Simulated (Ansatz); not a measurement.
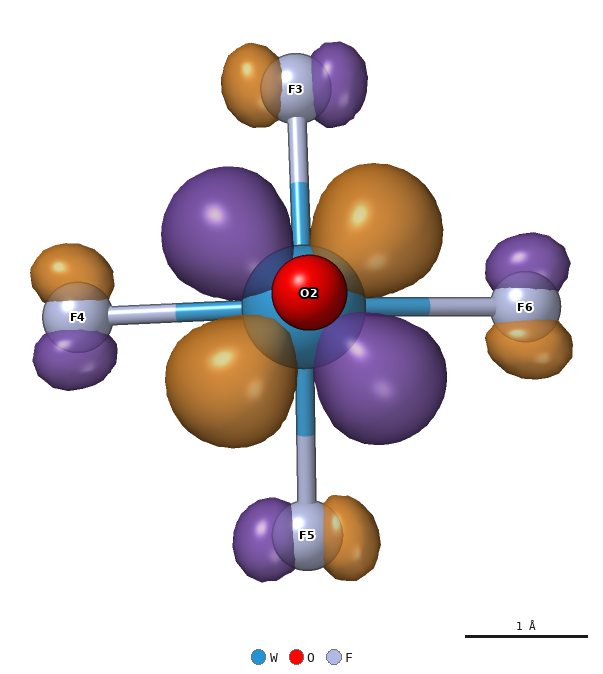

Figure 1: F4OW (WOF4) (charge −1, doublet). The HOMO (α) at ±0.2 Å⁻³ᐟ² (orange and purple are the two phases), seen at an oblique angle.

Geometry: PBE0-D4/def2-SVPD; core potentials replace the inner electrons of W.

Theory: UKS PBE0-D4/def2-TZVPD in Ansatz.

```
atom    x (Å)    y (Å)    z (Å)
   W   0.0003  -0.0005   0.1239
   O   0.0036  -0.0070   1.8219
   F   1.8396   0.0137  -0.4902
   F  -0.0128   1.8425  -0.4792
   F  -1.8415  -0.0100  -0.4831
   F   0.0108  -1.8388  -0.4933
```

Describe this orbital and give its energy.

Answer. By Hirshfeld shares it lies mainly on W1 (about 70 %), F3 (about 5 %), F4 (about 5 %), F5 (about 5 %) and F6 (about 5 %). Its energy is −0.74 eV.
